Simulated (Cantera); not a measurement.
Feed: 1 mol SiH₄, 0.39 mol NH₃, equilibrated at 100000 Pa.

Equilibrium computed with Cantera from the NASA thermochemical tables; the gas is ideal and each condensed phase is pure. Candidate condensed phases: Si, Si₃N₄; 18 gas species. Mutual solubility and eutectic melting of coexisting phases are not modelled. Gases not in the tables: Si₂H₆ and higher silanes. The numbers say what is thermodynamically allowed, not how fast it happens.

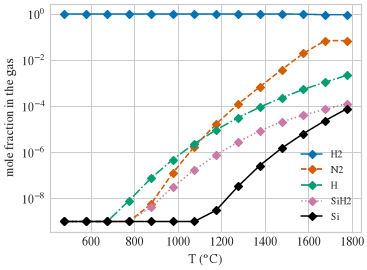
Figure. Equilibrium gas composition (values under 1e-9 drawn at 1e-9)

Problem. Read off the mole fractions at 1277 °C.

Solution. H₂ about 1.00, N₂ about 0.00012, H about 3.1e-5, SiH₂ about 2.8e-6, Si about 3.3e-8.
